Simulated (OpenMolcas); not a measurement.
## A convergence study on GaBr (SMILES [Ga][Br])

GaBr has 2 atoms, charge 0, and is taken as a singlet. SMILES: `[Ga][Br]`. The shape comes from GFN2-xTB, which is rough for such elements, and wasn't checked as a minimum.

```xyz
2

Ga    0.0000    0.0000    0.0000
Br    0.0000    0.0000    2.4019
```

Program: OpenMolcas 26.06. Method: CASPT2(4,5) (DKH2, RICD fitting, ipea shift 0.25 Eh, pt2 variant SS). Swept: basis set. Watched: the dipole moment (CASSCF density). Each run: energy, 28 core orbitals frozen. Hardware: 1 thread of Arm Neoverse V2, shared host.

Deviations are taken from the sweep's last point, which isn't the limit.

```json
{"basis set": "ANO-RCC-VDZ", "basis functions": "44", "value (D)": "4.7956", "from the best (D)": "+1.5212", "wall time": "6 s"}
{"basis set": "ANO-RCC-VDZP", "basis functions": "54", "value (D)": "3.8532", "from the best (D)": "+0.5788", "wall time": "6.6 s"}
{"basis set": "ANO-RCC-VTZP", "basis functions": "86", "value (D)": "3.2975", "from the best (D)": "+0.0231", "wall time": "12 s"}
{"basis set": "ANO-RCC-VQZP", "basis functions": "136", "value (D)": "3.2744", "from the best (D)": "0.0000", "wall time": "28 s"}
```

Problem. Which is the coarsest setting good to 0.05 D?

Solution. ANO-RCC-VTZP: it is 0.0231 D off and takes 12 s, against 28 s for ANO-RCC-VQZP.

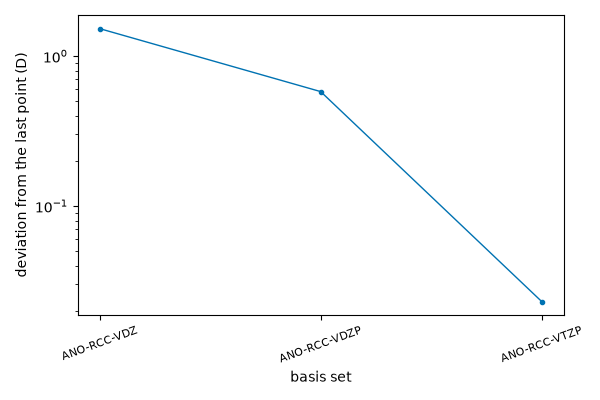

Absolute deviation from the last point of the sweep; values under 0.0001 D are drawn at that floor.
